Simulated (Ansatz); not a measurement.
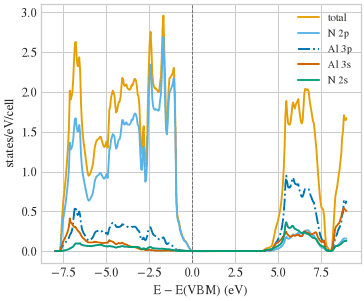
Figure. Total and projected density of states of AlN in space group P6_3/mmc (No. 194; Al on 2d, N on 2c), plane-wave PAW r²SCAN (Ansatz code)

Question: Which orbitals carry the states next to the gap?

Answer: Top 1 eV of the valence band: N 2p 94 %. Bottom 1 eV of the conduction band: Al 3s 31 %, Al 3p 30 %, N 2s 23 %, N 2p 7 %, outside the projected shells 8 %. Projections are on Löwdin-orthogonalised atomic valence shells; empty p or d shells of many metals are not among them.

Question: Where is the tallest occupied peak in this window, and what makes it?

Answer: Near -1.6 eV, about 3.0 states/eV per cell; the largest projected share is N 2p.

The first step of the workflow began from a Materials Project structure, measured or hypothetical; the Crystallography Open Database copy checked does not list it. It is not the phase usual at ambient conditions (space group No. 186, 216). The r²SCAN relaxation kept the symmetry of its start; whether a distortion lowers the energy is not shown.

Potentials: the later of the program's two PAW sets.
